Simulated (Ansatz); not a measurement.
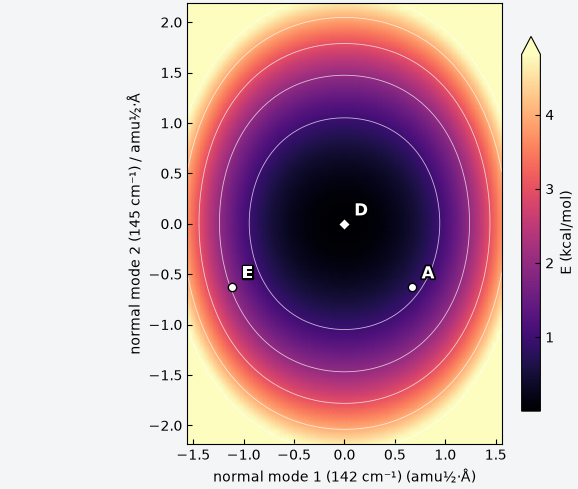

CdFH₂N, SMILES [NH2][Cd][F]. 
- The first coordinate is: normal mode 1 (142 cm⁻¹); the second: normal mode 2 (145 cm⁻¹).
- Nothing is relaxed (straight displacements along the two mass-weighted modes).
- The grid has 15 × 15 points; 128 points were computed and 97 follow by symmetry.
- Points are written as (first, second).
- Energies are in kcal/mol, from the lowest grid point.
- Level of theory: RKS PBE0-D4/def2-TZVP in Ansatz.

The picture shows a smooth colour map with a few white contour lines, one colour for all values above the top of the scale, lettered points. Between grid points the surface is interpolated.

Question: What kind of point is each of A, D, E: minimum, saddle, maximum or slope?

Answer: A: on a slope; D: minimum; E: on a slope. (In these two coordinates alone; a stationary point may lie a little off the grid point.)

Question: Rank the lettered points by energy, lowest first.

Answer: D (0.0 kcal/mol), A (0.8 kcal/mol), E (1.9 kcal/mol).
